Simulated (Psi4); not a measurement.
**BGeNH6 (SMILES B[NH][GeH3]) at B3LYP/6-31G(d) (spherical functions)**

Aim: the vertical ionisation energy of BGeNH6 at B3LYP/6-31G* (spherical functions), from 2 runs. 

The calculation is run with Psi4 1.11.

## 1. The system as given

BGeNH6 has 9 atoms, charge 0, and is taken as a singlet. As SMILES, `B[NH][GeH3]`. The shape is that of a PBE0-D4/def2-TZVP optimisation.

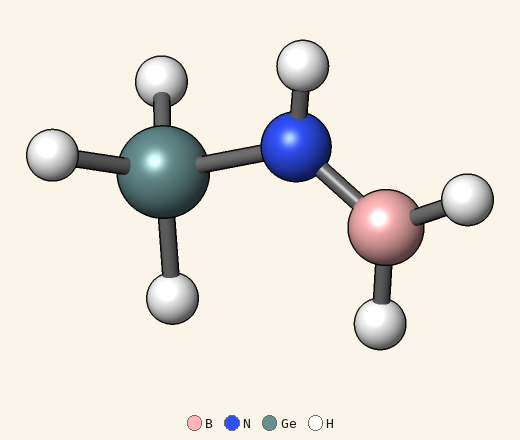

The structure, seen from a chosen angle (boron pink, nitrogen blue, germanium teal, hydrogen white).

## 2. Energy and forces at B3LYP/6-31G(d) (spherical functions)

Input file bgeh6n.xyz:

```xyz
9
BGeH6N
B     -0.874000     0.629500    -1.162900
N     -0.023300     0.687100    -0.062700
Ge     0.665200    -0.761400     0.866600
H     -1.217900    -0.440700    -1.581000
H     -1.249100     1.647000    -1.674800
H      0.253900     1.598400     0.272500
H      2.201600    -0.714800     0.804900
H      0.114900    -2.015200     0.184600
H      0.217300    -0.676000     2.335700
```

Input file calc.py:

```python
import psi4

psi4.set_memory(2200000000)
psi4.set_num_threads(1)
psi4.set_output_file('run.log', False)

with open('bgeh6n.xyz') as f:
    atoms = ''.join(f.readlines()[2:])
m = psi4.geometry('0 1\n' + atoms + 'symmetry c1\nno_reorient\nno_com')

psi4.set_options({
    'puream': True,
    'e_convergence': 1e-09,
    'd_convergence': 1e-08,
    'scf_type': 'pk',
    'dft_radial_points': 99,
    'dft_spherical_points': 590,
})

E = psi4.gradient("b3lyp/6-31G*")
print('gradient / Eh bohr^-1')
print(E.np.round(6))
```

Run with:

```
$ python calc.py
```

run.log:

```text
[...]
  Running in c1 symmetry.
[...]
  Nuclear repulsion =  177.534512165479441
[...]
  Multiplicity = 1
[...]
  Nalpha       = 25
  Nbeta        = 25
[...]
    Number of basis functions: 72
[...]
   @RKS iter   1: -2158.45549623057968   -2.07855e+00   3.80388e-02 DIIS/ADIIS
[...]
   @RKS iter  11: -2159.99901718084993   -5.45697e-12   4.66928e-09 DIIS
[...]
    Orbital Energies [Eh]
    ---------------------
    Doubly Occupied:
       1A   -398.743116     2A    -49.820749     3A    -44.344397
       4A    -44.344106     5A    -44.344074     6A    -14.325230
       7A     -6.726229     8A     -6.252018     9A     -4.423376
      10A     -4.422017    11A     -4.421769    12A     -1.228861
      13A     -1.226498    14A     -1.226031    15A     -1.223750
      16A     -1.223514    17A     -0.851120    18A     -0.570976
      19A     -0.519270    20A     -0.428333    21A     -0.373810
      22A     -0.364996    23A     -0.351033    24A     -0.304291
      25A     -0.287814
[...]
  @RKS Final Energy: -2159.99901718084993
   => Energetics <=
    Nuclear Repulsion Energy =            177.5345121654794411
    One-Electron Energy =               -3357.9900315207682979
    Two-Electron Energy =                1094.7688141893997908
    DFT Exchange-Correlation Energy =     -74.3123120149611651
    Empirical Dispersion Energy =           0.0000000000000000
    VV10 Nonlocal Energy =                  0.0000000000000000
    Total Energy =                      -2159.9990171808503874
[...]
 Multipole Moments:
 ------------------------------------------------------------------------------------
     Multipole            Electronic (a.u.)      Nuclear  (a.u.)        Total (a.u.)
 ------------------------------------------------------------------------------------
 L = 1.  Multiply by 2.5417464519 to convert [e a0] to [Debye]
 Dipole X            :        -31.8205812           32.2651839            0.4446027
 Dipole Y            :         32.2069986          -32.1421627            0.0648359
 Dipole Z            :        -40.6588821           41.2332571            0.5743751
 Magnitude           :                                                    0.7292338
[...]
  -Total Gradient:
     Atom            X                  Y                   Z
    ------   -----------------  -----------------  -----------------
       1        0.004311707693     0.000590062197     0.005585504350
       2        0.000660640835    -0.001596768955     0.000901995859
       3       -0.001795834477     0.002709964601    -0.002321034718
       4        0.000102352346    -0.000565031940     0.000131402776
       5        0.000012164141    -0.000072702104     0.000020204081
       6       -0.001584836033    -0.004137820404    -0.001960779908
       7       -0.003316214950     0.000314019384    -0.000126171066
       8        0.000871780631     0.002513051884     0.001049621147
       9        0.000743001763     0.000240412250    -0.003274445285
[...]
```

The script printed:

```text
gradient / Eh bohr^-1
[[ 4.312e-03  5.900e-04  5.586e-03]
 [ 6.610e-04 -1.597e-03  9.020e-04]
 [-1.796e-03  2.710e-03 -2.321e-03]
 [ 1.020e-04 -5.650e-04  1.310e-04]
 [ 1.200e-05 -7.300e-05  2.000e-05]
 [-1.585e-03 -4.138e-03 -1.961e-03]
 [-3.316e-03  3.140e-04 -1.260e-04]
 [ 8.720e-04  2.513e-03  1.050e-03]
 [ 7.430e-04  2.400e-04 -3.274e-03]]
```

Run time: 13 s. Hardware: 1 thread of Intel Xeon 6975P-C (Granite Rapids), shared host; peak memory 1.1 GiB.

## 3. The doublet cation at the same level

Input file job.json:

```json
{
  "schema_name": "qcschema_input",
  "schema_version": 1,
  "molecule": {
    "schema_name": "qcschema_molecule",
    "schema_version": 2,
    "symbols": ["B", "N", "Ge", "H", "H", "H", "H", "H", "H"],
    "geometry": [-1.65162063, 1.1895826, -2.19756251, -0.04403062, 1.29843082, -0.11848583, 1.25704582, -1.43883747, 1.63763666, -2.30149745, -0.8328023, -2.987657, -2.3604569, 3.11237893, -3.16491331, 0.47980146, 3.02053824, 0.51495037, 4.16042104, -1.35077623, 1.52104056, 0.21712953, -3.80817609, 0.34884344, 0.41063749, -1.27745486, 4.41383331],
    "molecular_charge": 1,
    "molecular_multiplicity": 2,
    "fix_symmetry": "c1"
  },
  "driver": "gradient",
  "model": {
    "method": "b3lyp",
    "basis": "6-31G*"
  },
  "keywords": {
    "reference": "uks",
    "puream": true,
    "e_convergence": 1e-09,
    "d_convergence": 1e-08,
    "scf_type": "pk",
    "dft_radial_points": 99,
    "dft_spherical_points": 590,
    "maxiter": 100
  }
}
```

Run with:

```
$ psi4 --qcschema job.json -n 1 --memory 2200MB
```

stdout, cut to the lines that bear on the results:

```text
[...]
  Running in c1 symmetry.
[...]
  Nuclear repulsion =  177.534512199236900
[...]
  Multiplicity = 2
[...]
  Nalpha       = 25
  Nbeta        = 24
[...]
    Number of basis functions: 72
[...]
   @UKS iter   1: -2158.10582465778771   -1.72888e+00   3.78552e-02 DIIS/ADIIS
[...]
   @UKS iter  21: -2159.62218464095531   -7.73070e-12   4.33072e-09 DIIS
[...]
   @S^2 Observed:                7.576048210E-01
[...]
  @UKS Final Energy: -2159.62218464095531
   => Energetics <=
    Nuclear Repulsion Energy =            177.5345121992369002
    One-Electron Energy =               -3345.7642853521465440
    Two-Electron Energy =                1082.6672754303663169
    DFT Exchange-Correlation Energy =     -74.0596869184117708
    Empirical Dispersion Energy =           0.0000000000000000
    VV10 Nonlocal Energy =                  0.0000000000000000
    Total Energy =                      -2159.6221846409553109
[...]
 Multipole Moments:
 ------------------------------------------------------------------------------------
     Multipole            Electronic (a.u.)      Nuclear  (a.u.)        Total (a.u.)
 ------------------------------------------------------------------------------------
 L = 1.  Multiply by 2.5417464519 to convert [e a0] to [Debye]
 Dipole X            :          3.3016821           -3.3287215           -0.0270395
 Dipole Y            :         -3.2435631            4.1632646            0.9197015
 Dipole Z            :          4.3607138           -4.4201616           -0.0594478
 Magnitude           :                                                    0.9220173
[...]
  -Total Gradient:
     Atom            X                  Y                   Z
    ------   -----------------  -----------------  -----------------
       1        0.056246092833     0.002974040386     0.072805859536
       2       -0.039584660614    -0.006466430891    -0.051139310338
       3       -0.000946694636     0.036142580302    -0.002241457330
       4       -0.003384590378    -0.004784478195    -0.004160931863
       5       -0.003417195892     0.004277936523    -0.004662959238
       6       -0.004153932645    -0.014482052455    -0.004865203117
       7       -0.006887720027    -0.007538117048    -0.000763314480
       8        0.001324884849    -0.002471678556     0.001764076613
       9        0.000808618963    -0.007657012226    -0.006730400432
[...]
```

Run time: 30 s. Hardware: 1 thread of Intel Xeon 6975P-C (Granite Rapids), shared host; peak memory 1.1 GiB.

## 4. What came out

At B3LYP/6-31G* (spherical functions):

| quantity | value |
| --- | --- |
| singlet BGeNH6: total energy | -2159.99902 Eh |
| singlet BGeNH6: dipole moment | 1.85 D |
| singlet BGeNH6: HOMO energy | -7.83 eV |
| singlet BGeNH6: LUMO energy | 0.35 eV |
| singlet BGeNH6: HOMO–LUMO gap | 8.18 eV |
| singlet BGeNH6: largest force on an atom | 0.364 eV/Å |
| doublet cation: total energy | -2159.62218 Eh |
| doublet cation: HOMO energy (highest over α and β) | -14.33 eV |
| doublet cation: LUMO energy (lowest over α and β) | -12.67 eV |
| doublet cation: ⟨S²⟩ | 0.758 |
| doublet cation: largest force on an atom | 4.733 eV/Å |
| vertical ionisation energy (to the doublet cation) | 10.254 eV |

What this shows: Removing an electron at fixed nuclei costs 10.25 eV (989 kJ/mol). The largest force (singlet BGeNH6) is 0.36 eV/Å: the shape isn't a stationary point for this species at this level. The negative HOMO energy of the first species, 7.83 eV, lies 2.42 eV below that difference.
